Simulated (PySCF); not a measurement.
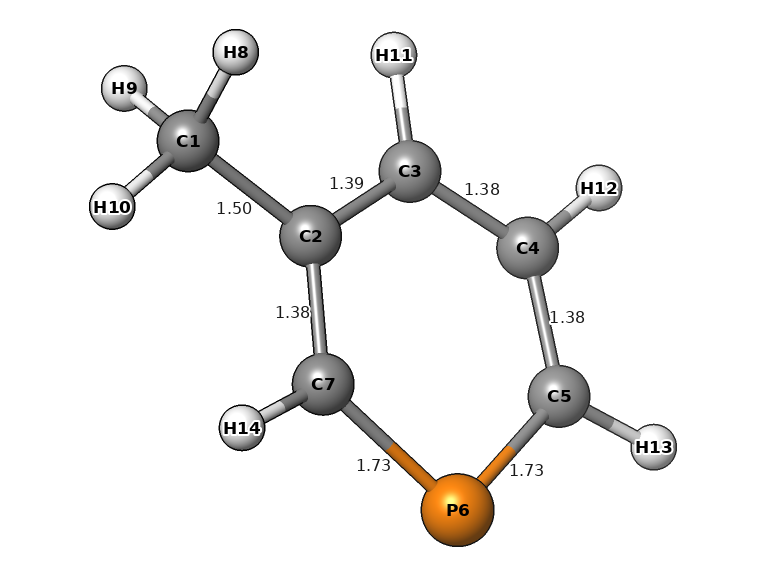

The numbers beside the sticks are distances in Å. Sticks don't show bond order. The computed structure is the end point of a GFN2-xTB optimisation. No frequency run is at hand to confirm it as a minimum.

Q: Which of the marked bonds are single, double, triple or aromatic?

A: C1–C2 single; C2–C3 aromatic; C2–C7 aromatic; C3–C4 aromatic; C4–C5 aromatic; C5–P6 aromatic; P6–C7 aromatic.

Q: Give the structure as SMILES.

A: Cc1cccpc1
